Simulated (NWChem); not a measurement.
**CH5GaO (SMILES [CH3][GaH][OH]) at 5 levels**

We compute a comparison of 5 runs (HF/STO-3G, HF/3-21G, B3LYP/6-31G*, M06-2X/6-311G**) of CH5GaO. 

The calculation is run with NWChem 7.3.0.

**1. The system as given**

CH5GaO: 8 atoms, total charge 0, spin state singlet. As SMILES, `[CH3][GaH][OH]`. The shape comes from GFN2-xTB, which is rough for such elements, and wasn't checked as a minimum. This is one conformer, not always the lowest.

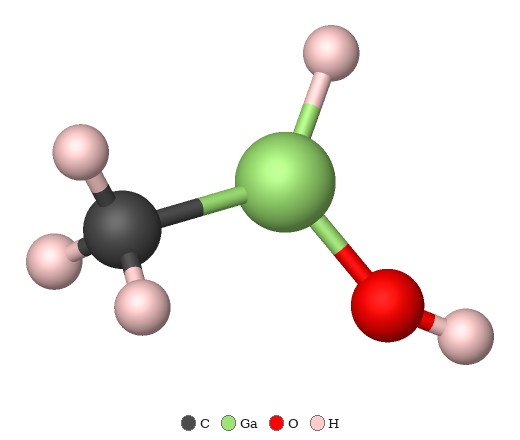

Viewed from a chosen angle; carbon dark grey, gallium green, oxygen red, hydrogen pink.

**2. Energy and gradient at HF/STO-3G (run 1)**

ch5gao.nw

```
start ch5gao
memory 2200 mb
charge 0
geometry units angstroms noautosym nocenter noautoz
   C     -0.795440     0.943740    -0.418960
   Ga     0.781230    -0.258110    -0.029210
   O      0.386530    -1.586970     0.981740
   H     -0.506800     1.982800    -0.576170
   H     -1.474040     0.876310     0.433320
   H     -1.324680     0.597280    -1.308140
   H      2.271490    -0.167390    -0.499100
   H      0.661710    -2.387640     1.416530
end
basis spherical bse
   * library STO-3G
end
scf
   thresh 1e-08
   maxiter 80
   print medium
end
task scf gradient
```

Command:

```console
$ nwchem ch5gao.nw > ch5gao.out
```

Output:

```text
[...]
  functions       =    33
[...]
  wavefunction    = RHF
[...]
         Total SCF energy =  -2015.031250085849
      One-electron energy =  -3207.863062927700
      Two-electron energy =   1001.887663421574
 Nuclear repulsion energy =    190.944149420276
        Time for solution =      2.3s
[...]
                         RHF ENERGY GRADIENTS
    atom               coordinates                        gradient
                 x          y          z           x          y          z
   1 C      -1.503164   1.783410  -0.791720   -0.033653   0.034574  -0.014650
   2 Ga      1.476311  -0.487757  -0.055199   -0.007774   0.063550  -0.039035
   3 O       0.730436  -2.998938   1.855220    0.011778  -0.112126   0.071459
   4 H      -0.957713   3.746949  -1.088803    0.002570   0.007083  -0.002249
   5 H      -2.785532   1.655986   0.818856   -0.000599  -0.005901   0.009255
   6 H      -2.503282   1.128696  -2.472026   -0.002443  -0.003304  -0.006566
   7 H       4.292494  -0.316321  -0.943162    0.054524   0.003012  -0.016995
   8 H       1.250451  -4.511985   2.676854   -0.024404   0.013111  -0.001220
[...]
```

Wall time 3.6 s (1 thread of AMD EPYC 9R45 (Zen 5), shared host); peak memory 0.1 GiB.

**3. Energy and gradient at HF/3-21G (run 2)**

mymol.nw

```
start mymol
title "CH5GaO"
memory total 2200 mb
geometry units angstroms noautosym nocenter noautoz
  C     -0.795440     0.943740    -0.418960
  Ga     0.781230    -0.258110    -0.029210
  O      0.386530    -1.586970     0.981740
  H     -0.506800     1.982800    -0.576170
  H     -1.474040     0.876310     0.433320
  H     -1.324680     0.597280    -1.308140
  H      2.271490    -0.167390    -0.499100
  H      0.661710    -2.387640     1.416530
end
basis spherical bse
  * library 3-21G
end
scf
  thresh 1e-08
  maxiter 80
  print medium
end
task scf gradient
```

Command:

```console
$ nwchem mymol.nw > mymol.out
```

Output:

```text
[...]
  functions       =    50
[...]
  wavefunction    = RHF
[...]
         Total SCF energy =  -2028.886122321882
      One-electron energy =  -3212.680875003999
      Two-electron energy =    992.850603261841
 Nuclear repulsion energy =    190.944149420276
        Time for solution =      1.4s
[...]
                         RHF ENERGY GRADIENTS
    atom               coordinates                        gradient
                 x          y          z           x          y          z
   1 C      -1.503164   1.783410  -0.791720   -0.014668   0.008728  -0.002411
   2 Ga      1.476311  -0.487757  -0.055199    0.018257  -0.005714  -0.000986
   3 O       0.730436  -2.998938   1.855220    0.003230   0.002530  -0.002150
   4 H      -0.957713   3.746949  -1.088803    0.001888   0.003672  -0.001245
   5 H      -2.785532   1.655986   0.818856   -0.001466  -0.002318   0.004943
   6 H      -2.503282   1.128696  -2.472026   -0.000751  -0.001462  -0.003389
   7 H       4.292494  -0.316321  -0.943162   -0.004842  -0.003973   0.004043
   8 H       1.250451  -4.511985   2.676854   -0.001647  -0.001462   0.001196
[...]
```

Run time: 2.5 s. Hardware: 1 thread of AMD EPYC 9R45 (Zen 5), shared host; peak memory 0.1 GiB.

Runs 3 to 4 aren't shown in full; the table further down has their settings and results.

**4. Energy and forces at M06-2X/6-311G(d,p) (run 5)**

ch5gao.nw

```
start ch5gao
memory total 2200 mb
geometry noautosym nocenter noautoz
   C    -0.795440    0.943740   -0.418960
   Ga    0.781230   -0.258110   -0.029210
   O     0.386530   -1.586970    0.981740
   H    -0.506800    1.982800   -0.576170
   H    -1.474040    0.876310    0.433320
   H    -1.324680    0.597280   -1.308140
   H     2.271490   -0.167390   -0.499100
   H     0.661710   -2.387640    1.416530
end
basis spherical bse
   C library 6-311G**
   Ga library 6-311G**
   O library 6-311G**
   H library 6-311G**
end
dft
   xc m06-2x
   grid fine
   convergence energy 1e-08
   maxiter 100
   mulliken
end
task dft gradient
```

Command:

```console
$ nwchem ch5gao.nw > ch5gao.out
```

Output:

```text
[...]
          Wavefunction type:  closed shell.
          No. of atoms     :     8
          No. of electrons :    50
[...]
          Charge           :     0
          Spin multiplicity:     1
[...]
          AO basis - number of functions:   110
[...]
              XC Information
              --------------
                       M06-2X Method XC Functional
                     Hartree-Fock (Exact) Exchange  0.540
                        M06-2X Exchange Functional  1.000
                      M06-2X Correlation Potential  1.000
[...]
 d= 0,ls=0.0,diis     1  -2041.0669593179 -2.23D+03  7.71D-03  6.95D+00     1.8
[...]
 d= 0,ls=0.0,diis     8  -2041.1505153945 -8.69D-09  4.12D-06  2.14D-06    11.3
         Total DFT energy =    -2041.150515394520
      One electron energy =    -3223.772607344710
           Coulomb energy =     1082.707148636812
    Exchange-Corr. energy =      -91.029206106898
 Nuclear repulsion energy =      190.944149420276
[...]
  wavefunction    = closed shell
                         DFT ENERGY GRADIENTS
    atom               coordinates                        gradient
                 x          y          z           x          y          z
   1 C      -1.503164   1.783410  -0.791720   -0.010255   0.007983  -0.004510
   2 Ga      1.476311  -0.487757  -0.055199   -0.001034  -0.031089   0.022495
   3 O       0.730436  -2.998938   1.855220    0.021353   0.028438  -0.025446
   4 H      -0.957713   3.746949  -1.088803   -0.000441   0.000117  -0.000203
   5 H      -2.785532   1.655986   0.818856    0.000703  -0.000844   0.001159
   6 H      -2.503282   1.128696  -2.472026    0.000095   0.000471   0.000267
   7 H       4.292494  -0.316321  -0.943162   -0.003461  -0.002396   0.002542
   8 H       1.250451  -4.511985   2.676854   -0.006961  -0.002679   0.003697
[...]
```

It took 18 s on 1 thread of AMD EPYC 9R45 (Zen 5), shared host; peak memory 0.13 GiB.

**5. All runs side by side**

```tsv
run	level	iteration cap	module	energy (Eh)	dipole moment (D)	HOMO energy (eV)	LUMO energy (eV)	wall time
1	HF/STO-3G	80	scf	-2015.031250	0.90	-6.85	6.17	3.6 s
2	HF/3-21G	80	scf	-2028.886122	0.78	-10.37	2.38	2.5 s
3	B3LYP/6-31G* (spherical functions)	100	dft	-2040.963516	0.32	-7.17	-0.68	19 s
4	B3LYP/6-31G* (Cartesian functions)	100	dft	-2040.971383	0.33	–	–	19 s
5	M06-2X/6-311G**	100	dft	-2041.150515	0.48	-8.81	-0.11	18 s
```

**6. Results**

| quantity | value |
| --- | --- |
| run 5: total energy | -2041.15052 Eh |
| run 5: dipole moment | 0.48 D |
| run 5: HOMO energy | -8.81 eV |
| run 5: LUMO energy | -0.11 eV |
| run 5: HOMO–LUMO gap | 8.71 eV |
| run 5: largest force on an atom | 2.249 eV/Å |

**Reading.** The dipole moment (its size) runs from 0.32 D (B3LYP/6-31G*) to 0.90 D (HF/STO-3G). The two ends differ in method and basis. Over runs 1, 2, 3, 5 the HOMO–LUMO gap runs from 6.49 eV (B3LYP/6-31G*) to 13.02 eV (HF/STO-3G). Totals of different functionals can't be ranked against each other. In run 1 the basis is minimal, so the values are rough. All runs together took 62 s, the longest 19 s.
